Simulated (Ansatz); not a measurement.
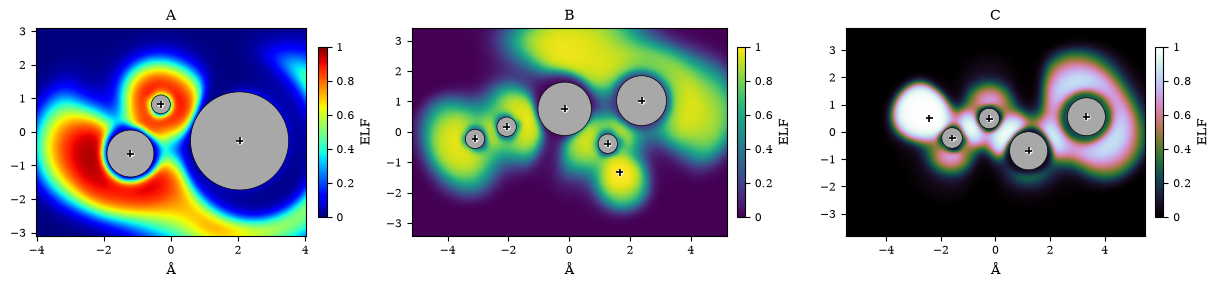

The ELF of 3 systems, each on a plane through atoms (crosses mark nuclei in the plane; grey discs cover the cores).

These are results of isolated molecule in a Gaussian basis; Kohn-Sham density functional theory, functional PBE0 in Ansatz 0.2.0, not measurements.

System 1: GeHLiN3 (charge −1), the molecular plane. Geometry: PBE0-D3(BJ)/def2-SVPD; the highest occupied orbital lies above zero, a sign that basis and functional describe the outermost electron poorly.

```xyz
6

Ge   -1.5653   -4.0893    2.1108
Li   -1.3363   -1.5574    2.0561
N    -1.3439    0.4050    1.6789
N    -1.3861    1.4847    1.4023
N    -2.0733   -2.8084    0.9524
H    -2.5680   -3.0811    0.1064
```

System 2: C2H6FISi, the plane of atoms C2, C1 and H7. Geometry: B3LYP-D3(BJ)/def2-SVP; core potentials replace the inner electrons of I.

```tsv
atom	x (Å)	y (Å)	z (Å)
C	-0.7021	-1.0598	-1.3904
C	-0.2647	-0.0989	-0.2743
F	-2.9306	0.6128	0.4178
I	-0.7909	1.7309	2.7408
Si	-1.5403	0.0789	1.0771
H	-1.6343	-0.7188	-1.8672
H	0.0674	-1.1349	-2.1747
H	-0.8796	-2.0769	-1.0042
H	0.6756	-0.4344	0.1975
H	-0.0622	0.9093	-0.6746
H	-1.8512	-1.1854	1.7879
```

System 3: GaHKOSi (charge −1), the plane of atoms O3, K2 and Si4. Geometry: PBE0-D3(BJ)/def2-SVPD; the highest occupied orbital lies above zero, a sign that basis and functional describe the outermost electron poorly.

```yaml
atoms:
  - { symbol: Ga, position_ang: [-0.0431, 1.0890, -1.6950] }
  - { symbol: K, position_ang: [-0.4578, -2.2862, -0.4711] }
  - { symbol: O, position_ang: [0.8316, -0.6545, -2.0039] }
  - { symbol: Si, position_ang: [2.0816, -0.2643, -0.8865] }
  - { symbol: H, position_ang: [1.2227, 0.9697, -0.2018] }
```

**Which map belongs to which system?**

Panel A is system 3, GaHKOSi: the plane holds K, O and Si. Si–O (1.72 Å): the ELF peaks at about 0.85 between the atoms (a polar covalent bond). Panel B is system 1, GeHLiN3: the plane holds Ge, Li, N and H. N–N (1.12 Å): the ELF peaks at about 0.85 between the atoms (a multiple bond). Panel C is system 2, C2H6FISi: the plane holds C, I, Si and H. C–C (1.54 Å): the ELF peaks at about 0.95 between the atoms, as expected for a shared electron pair.
